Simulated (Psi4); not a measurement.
# CuNH2 (SMILES [NH2][Cu]) at HSE06/aug-cc-pVDZ

Aim: the vertical ionisation energy of CuNH2 at HSE06/aug-cc-pVDZ, from 2 runs. 

Program for the calculation: Psi4 1.11.

10 further runs of the same task are left out: 9 that didn't finish, 1 set aside as unsound or not needed.

## 1. The molecule

The species is CuNH2 (4 atoms), meant as a singlet with charge 0. As SMILES, `[NH2][Cu]`. The coordinates come from a PBE0-D4/def2-TZVP relaxation.

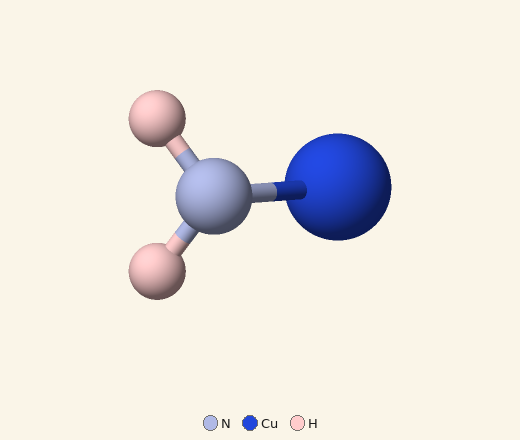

The structure, seen from a chosen angle (nitrogen light blue, copper blue, hydrogen pink).

## 2. A single-point energy at HSE06/aug-cc-pVDZ

input.in reads:

```
memory 1.6 GB

molecule molecule1 {
  0 1
  N
  Cu 1 1.830349
  H 1 1.019351 2 106.9862
  H 1 1.019355 3 104.46128 2 113.22386
  symmetry c1
  no_reorient
  no_com
}

set {
  basis aug-cc-pVDZ
  reference rks
  puream true
  e_convergence 1e-09
  d_convergence 1e-08
  scf_type pk
  dft_radial_points 99
  dft_spherical_points 590
}

e = energy('hse06')
print_variables()
```

Run with:

```sh
$ psi4 input.in input.out -n 1
```

input.out:

```text
[...]
  Running in c1 symmetry.
[...]
  Nuclear repulsion =   79.397716936520553
[...]
  Multiplicity = 1
[...]
  Nalpha       = 19
  Nbeta        = 19
[...]
    Number of basis functions: 100
[...]
   @RKS iter   1: -1693.11569497939831    4.74289e-01   4.09056e-02 DIIS/ADIIS
[...]
   @RKS iter  15: -1696.20413579494493   -1.59162e-12   3.00421e-09 DIIS
[...]
    Orbital Energies [Eh]
    ---------------------
    Doubly Occupied:
       1A   -323.318366     2A    -38.910079     3A    -34.070924
       4A    -34.069798     5A    -34.069135     6A    -14.340520
       7A     -4.334297     8A     -2.815102     9A     -2.807506
      10A     -2.806005    11A     -0.801701    12A     -0.432609
      13A     -0.354178    14A     -0.296699    15A     -0.276560
      16A     -0.275258    17A     -0.275202    18A     -0.243445
      19A     -0.212521
[...]
  @RKS Final Energy: -1696.20413579494493
   => Energetics <=
    Nuclear Repulsion Energy =             79.3977169365205526
    One-Electron Energy =               -2521.5489136957030496
    Two-Electron Energy =                 802.8620482454902003
    DFT Exchange-Correlation Energy =     -56.9149872812526567
    Empirical Dispersion Energy =           0.0000000000000000
    VV10 Nonlocal Energy =                  0.0000000000000000
    Total Energy =                      -1696.2041357949447047
[...]
 Multipole Moments:
 ------------------------------------------------------------------------------------
     Multipole            Electronic (a.u.)      Nuclear  (a.u.)        Total (a.u.)
 ------------------------------------------------------------------------------------
 L = 1.  Multiply by 2.5417464519 to convert [e a0] to [Debye]
 Dipole X            :          0.6067215           -0.8826157           -0.2758941
 Dipole Y            :         -0.4131649            0.6010613            0.1878963
 Dipole Z            :          6.1557405           -5.0406578            1.1150827
 Magnitude           :                                                    1.1639725
[...]
```

Run time: 2.4 min. Hardware: 1 thread of Intel Xeon Platinum 8488C (Sapphire Rapids), shared host; peak memory 1.8 GiB.

## 3. The doublet cation

calc.py reads:

```python
import psi4

psi4.set_memory(1600000000)
psi4.set_num_threads(1)
psi4.core.set_output_file('cuh2n.out', False)

m = psi4.geometry("""
1 2
N     -0.277300     0.250900     0.117500
Cu     1.383600    -0.301600     0.652600
H     -0.862400    -0.581500     0.055500
H     -0.188400     0.571900    -0.845900
symmetry c1
no_reorient
no_com
""")

psi4.set_options({
    'basis': 'aug-cc-pVDZ',
    'reference': 'uks',
    'puream': True,
    'e_convergence': 1e-09,
    'd_convergence': 1e-08,
    'scf_type': 'pk',
    'dft_radial_points': 99,
    'dft_spherical_points': 590,
    'maxiter': 200,
})

e_tot = psi4.energy("hse06")
print(f'total energy {e_tot:.8f} hartree = {e_tot * 27.211386:.5f} eV')
```

Run with:

```sh
$ python calc.py
```

cuh2n.out:

```text
[...]
  Running in c1 symmetry.
[...]
  Nuclear repulsion =   79.397725323578655
[...]
  Multiplicity = 2
[...]
  Nalpha       = 19
  Nbeta        = 18
[...]
    Number of basis functions: 100
[...]
   @UKS iter   1: -1692.95737572646703    6.32609e-01   4.05282e-02 ADIIS/DIIS
[...]
   @UKS iter  18: -1695.89719410056523   -9.09495e-13   6.42757e-09 DIIS
[...]
   @S^2 Observed:                7.591117396E-01
[...]
    Orbital Energies [Eh]
    ---------------------
    Alpha Occupied:
       1A   -323.603612     2A    -39.194057     3A    -34.359201
       4A    -34.352807     5A    -34.350017     6A    -14.673828
       7A     -4.624108     8A     -3.112888     9A     -3.097503
      10A     -3.091055    11A     -1.127115    12A     -0.733838
      13A     -0.658316    14A     -0.621945    15A     -0.563885
      16A     -0.562459    17A     -0.559493    18A     -0.551186
      19A     -0.526736
    Alpha Virtual:
      20A     -0.321201    21A     -0.197151    22A     -0.193517
      23A     -0.172110    24A     -0.111385    25A     -0.092435
[...]
  @UKS Final Energy: -1695.89719410056523
   => Energetics <=
    Nuclear Repulsion Energy =             79.3977253235786549
    One-Electron Energy =               -2510.5651324867144467
    Two-Electron Energy =                 791.9852582096906417
    DFT Exchange-Correlation Energy =     -56.7150451471196817
    Empirical Dispersion Energy =           0.0000000000000000
    VV10 Nonlocal Energy =                  0.0000000000000000
    Total Energy =                      -1695.8971941005652297
[...]
 Multipole Moments:
 ------------------------------------------------------------------------------------
     Multipole            Electronic (a.u.)      Nuclear  (a.u.)        Total (a.u.)
 ------------------------------------------------------------------------------------
 L = 1.  Multiply by 2.5417464519 to convert [e a0] to [Debye]
 Dipole X            :        -68.2455549           70.1702554            1.9247004
 Dipole Y            :         12.5006568          -13.2275160           -0.7268591
 Dipole Z            :        -35.3079525           35.8244830            0.5165305
 Magnitude           :                                                    2.1212260
[...]
```

Standard output:

```text
total energy -1695.89719410 hartree = -46147.71316 eV
```

Run time: 2.6 min. Hardware: 1 thread of Intel Xeon Platinum 8488C (Sapphire Rapids), shared host; peak memory 1.8 GiB.

## 4. Summary of results

At HSE06/aug-cc-pVDZ:

| quantity | value |
| --- | --- |
| singlet CuNH2: total energy | -1696.20414 Eh |
| singlet CuNH2: dipole moment | 2.96 D |
| singlet CuNH2: HOMO energy | -5.78 eV |
| singlet CuNH2: LUMO energy | -2.60 eV |
| singlet CuNH2: HOMO–LUMO gap | 3.19 eV |
| doublet cation: total energy | -1695.89719 Eh |
| doublet cation: HOMO energy (highest over α and β) | -14.17 eV |
| doublet cation: LUMO energy (lowest over α and β) | -11.04 eV |
| doublet cation: ⟨S²⟩ | 0.759 |
| vertical ionisation energy (to the doublet cation) | 8.352 eV |

**Reading.** The vertical ionisation energy comes to 8.35 eV (193 kcal/mol). The negative HOMO energy of the first species, 5.78 eV, lies 2.57 eV below that difference.
